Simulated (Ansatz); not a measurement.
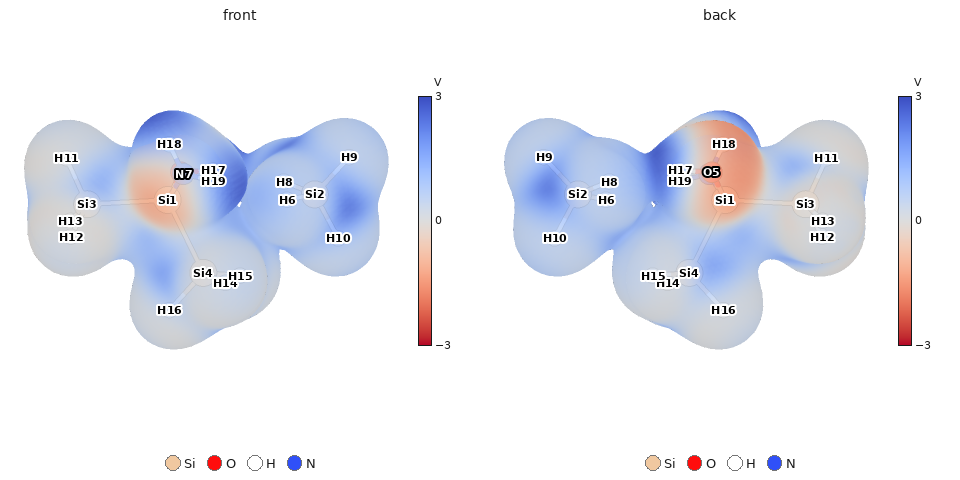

Figure. H9NOSi3···SiH4. The molecular electrostatic potential painted on the density surface at 0.004 e/bohr³, seen from the front and from behind; red is negative and blue positive.

The product side of a reaction path; geometry: PBE0-D4/def2-TZVP.

Computed with RKS PBE0-D4/def2-TZVPP (Ansatz 0.2.0).

```xyz
19

Si   -0.1936    0.5030   -0.8766
Si    1.3114   -2.3942    1.9737
Si   -1.3016    1.7614   -2.5084
Si   -1.1722    0.6911    1.2609
O    -0.3240   -1.0547   -1.4295
H     1.6064   -0.9548    1.7589
N     1.3948    1.1249   -0.7108
H     0.5069   -2.8964    0.8272
H     2.5835   -3.1550    2.0375
H     0.5401   -2.5705    3.2265
H    -0.4875    1.8375   -3.7552
H    -1.5088    3.1488   -2.0088
H    -2.6283    1.1791   -2.8447
H    -0.3064    1.4578    2.2009
H    -1.4012   -0.6593    1.8548
H    -2.4929    1.3740    1.1845
H    -0.0324   -1.7554   -0.8409
H     1.9963    1.2863   -1.5022
H     1.9096    1.0765    0.1521
```

### Which sites attract a positive test charge, and which a negative one?

A positive charge is drawn to the negative regions and a negative charge to the positive ones. The most negative region (about −1.6 V, or −37 kcal/mol for a unit charge) lies over O5, the most positive (about +2.6 V, or +60 kcal/mol for a unit charge) over H17, H18 and H19. O5 is the likeliest acceptor of a hydrogen bond.
